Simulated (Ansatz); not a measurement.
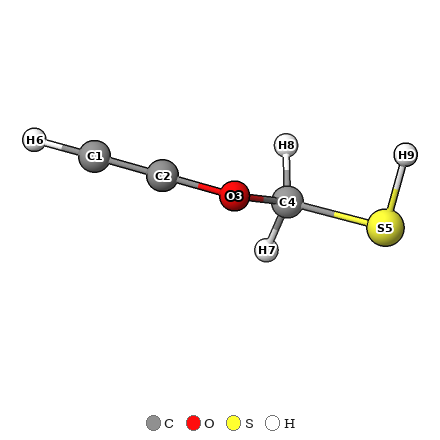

The system is C₃H₄OS (SMILES C#COCS) with the probe H2; the picture shows it without the atoms that are moved over the map. The probe is moved over a plane parallel to the molecule's main plane, 2.66 Å above it. The first coordinate is: x of the probe's H atom; the second: y of the probe's H atom. Nothing is relaxed (molecule and probe rigid, the probe upright with H nearest the plane). The grid has 13 × 7 points. All energies are given in kJ/mol relative to molecule and probe far apart, each relaxed in its own basis (no counterpoise correction). Level of theory: Ansatz, RKS PBE-D4/def2-SVPD.

Range: x of the probe's H atom from −4.68 to 4.68 Å; y of the probe's H atom from −2.34 to 2.34 Å.

Question: What will the energy surface look like?

Answer: The lowest grid point is at x of the probe's H atom = 0.00 Å, y of the probe's H atom = 0.78 Å, −5.57 kJ/mol from molecule and probe far apart, each relaxed in its own basis (no counterpoise correction). The bottom of the well lies between grid points, at about x of the probe's H atom = 0.54 Å, y of the probe's H atom = 1.12 Å, about 0.28 kJ/mol lower on the interpolated surface. There are further wells near x of the probe's H atom = −1.56 Å, y of the probe's H atom = −0.78 Å (0.76 kJ/mol above the lowest at that grid point); x of the probe's H atom = 3.12 Å, y of the probe's H atom = −0.78 Å (0.95 kJ/mol above the lowest at that grid point). The highest grid point, x of the probe's H atom = 0.78 Å, y of the probe's H atom = −0.78 Å, lies 6.44 kJ/mol above the lowest. On the interpolated surface the easiest way out of the lowest well to the well at about x of the probe's H atom = −1.38 Å, y of the probe's H atom = −0.96 Å passes a barrier of about 1.1 kJ/mol, counted from the interpolated bottom of the well. Near the minimum the curvatures are about 0.009 and 0.039 eV/Å² along the soft and the stiff direction.

| y of the probe's H atom ↓, x of the probe's H atom → | −4.68 | −3.90 | −3.12 | −2.34 | −1.56 | −0.78 | 0.00 | 0.78 | 1.56 | 2.34 | 3.12 | 3.90 | 4.68 |
| --- | --- | --- | --- | --- | --- | --- | --- | --- | --- | --- | --- | --- | --- |
| 2.34 | −1.02 | −1.64 | −2.29 | −2.79 | −3.13 | −3.46 | −3.92 | −4.15 | −3.97 | −3.58 | −3.11 | −2.52 | −1.79 |
| 1.56 | −1.42 | −2.31 | −3.29 | −4.01 | −4.36 | −4.69 | −5.34 | −5.51 | −5.22 | −4.67 | −3.98 | −3.27 | −2.45 |
| 0.78 | −1.68 | −2.69 | −3.78 | −4.49 | −4.69 | −4.92 | −5.57 | −5.55 | −5.34 | −4.87 | −4.17 | −3.63 | −2.87 |
| 0.00 | −1.71 | −2.57 | −3.56 | −4.33 | −4.62 | −4.71 | −4.12 | −2.79 | −3.27 | −4.27 | −4.19 | −3.85 | −3.05 |
| −0.78 | −1.59 | −2.36 | −3.34 | −4.30 | −4.82 | −4.49 | −2.13 | 0.87 | −0.70 | −3.92 | −4.63 | −4.03 | −3.00 |
| −1.56 | −1.36 | −2.12 | −3.10 | −4.01 | −4.60 | −4.44 | −2.46 | −0.34 | −1.53 | −4.02 | −4.43 | −3.60 | −2.54 |
| −2.34 | −1.00 | −1.63 | −2.38 | −3.03 | −3.53 | −3.89 | −3.68 | −3.13 | −3.36 | −3.76 | −3.38 | −2.59 | −1.78 |

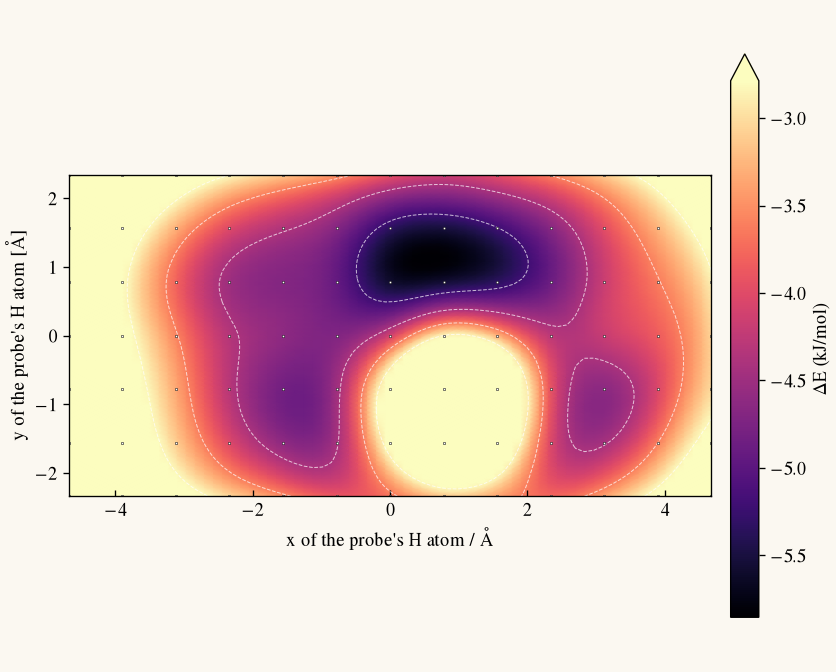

The picture shows a smooth colour map with a few white contour lines, dots at the grid points, one colour for all values above the top of the scale. Between grid points the surface is interpolated.

The whole map (91 points run) took 13 min on 1 thread of Arm Neoverse V1, on a shared host.
